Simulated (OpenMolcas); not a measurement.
# MP2/def-SVP (max step 0.1) run of AlF3 (SMILES [F][Al]([F])[F])

Aim: a structure relaxation of AlF3. 

The calculation is run with OpenMolcas 26.06.

3 further runs of the same task are left out: 3 set aside as unsound or not needed.

### 1 The system as given

AlF3: 4 atoms, total charge 0, spin state singlet. As SMILES, `[F][Al]([F])[F]`. All atoms were displaced at random from a relaxed shape. The run starts from this shape.

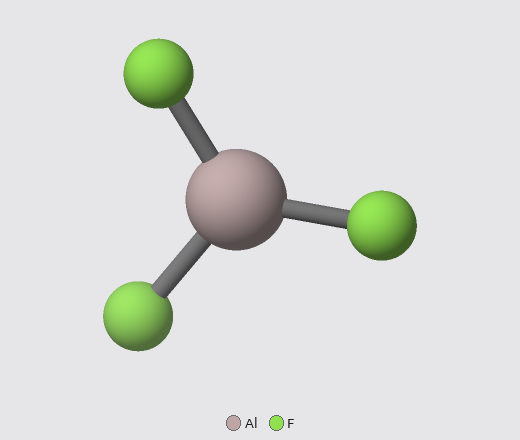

The structure, seen from a chosen angle (aluminium light grey, fluorine green).

### 2 A geometry optimisation at MP2/def-SVP (max step 0.1)

calc.inp reads:

```
&GATEWAY
  XBAS
  Al.def-SVP
  F.def-SVP
  End of Basis
  ZMAT
  Al1
  F2 1 1.58496
  F3 1 1.5898 2 127.14115
  F4 1 1.69146 2 110.45847 3 172.04469
  End of ZMAT
>>> EXPORT MOLCAS_MAXITER=50
>>> Do While

&SEWARD

&SCF
  PrOrbitals=0

&MBPT2
  Frozen=8
  Grdt

&SLAPAF
  MaxStep=0.1
>>> EndDo
```

Launch:

```bash
$ export MOLCAS_MEM=1860
$ pymolcas calc.inp > calc.log
```

**Question.** What will come out? Wanted: total energy at the end; dipole moment; HOMO energy; LUMO energy; HOMO–LUMO gap; correlation energy.

Answer, from the run:

At MP2/def-SVP (max step 0.1), 8 core orbitals frozen:

| quantity | value |
| --- | --- |
| total energy at the end | -540.75616 Eh |
| dipole moment (mean-field density) | 0.00 D |
| HOMO energy (Hartree–Fock orbitals) | -17.11 eV |
| LUMO energy (Hartree–Fock orbitals) | 1.49 eV |
| HOMO–LUMO gap (Hartree–Fock orbitals) | 18.60 eV |
| correlation energy (8 core orbitals frozen) | -617.8 mEh |

In words: At the final geometry: Bond lengths: Al1–F2 1.649 Å, Al1–F3 1.649 Å, Al1–F4 1.649 Å. Angles: F2–Al1–F3 120.0°, F2–Al1–F4 120.0°, F3–Al1–F4 120.0°. The optimisation took 6 steps and changed the energy by -0.242 eV.
